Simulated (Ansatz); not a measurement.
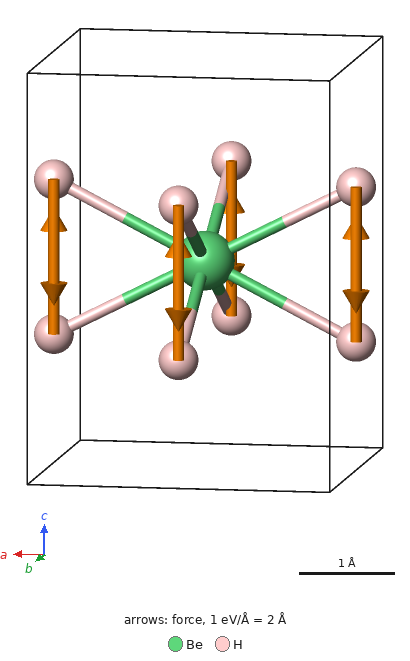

Starting geometry of solid BeH4 (a generated structure, set up in P4/mmm) (coarse preliminary run) with the computed forces as orange arrows. The picture is a ball-and-stick view of the cell of the calculation, seen from a free direction.

All numbers below come from Ansatz 0.2.0, DFT PBE, scalar-relativistic, plane waves, PAW. Settings: plane-wave cutoff 420 eV; k-point mesh 6 × 6 × 4; occupations gaussian; smearing width 0.1 eV; no spin polarisation; cell and atoms relaxed; force threshold 0.04 eV/Å; at most 70 steps.

Q: What follows when this structure is relaxed?

A: It isn't relaxed: the largest force vector, on H atoms, is 0.67 eV/Å. Measured relative to the changing cell, the final displacements run against the starting forces (cosine between the two patterns −1.00). After 11 accepted moves (13 points after the start) the energy has fallen by 1.385 eV per cell of the calculation. Largest force component: 0.67 eV/Å at the start, 0.0027 eV/Å at the end. The pressure goes from −15.11 to 0.01 GPa. The line search rejected the trial step at point 7 of the run. The SCF was repeated once at an unchanged geometry on a basis and grid sized afresh for the cell, which shifted the energy by 0.8 meV per cell of the calculation at most. The largest moves relative to the cell, 0.070 Å, are those of H atoms. Be stays in place. The drawn cell changes as follows: a = b 3.229 → 2.448 Å (−24.2 %), c 4.378 → 4.994 Å (+14.1 %); the volume changes by −34.5 %. Among the contacts that change: Be–H 1.812 → 1.586 Å. The space group stays P4/mmm (No. 123).
